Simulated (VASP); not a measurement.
Band structure of CaF2 (fluorite). Level of theory: revTPSS meta-GGA, VASP's PBE PAW potentials (set 64) (plane waves; VASP).

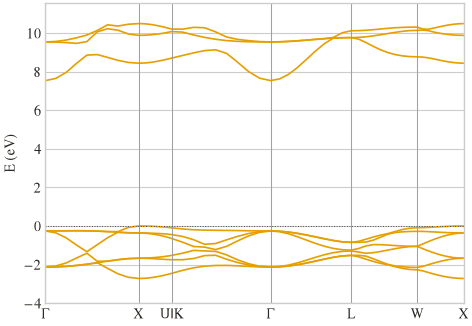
Figure: Bands along high-symmetry lines, zero at the valence-band maximum or, without a gap, the Fermi level

Read the plot: is there a gap, and where are the band edges?

The gap is indirect, 7.54 eV, from the valence maximum at X to the conduction minimum at Γ.

Measured: gap 11.80 eV (computed value off by -4.26 eV), as given by E. Cadelano et al., The European Physical Journal B (2011), arXiv:1107.5962.

The compound is CaF2 in the fluorite structure. It was relaxed first.
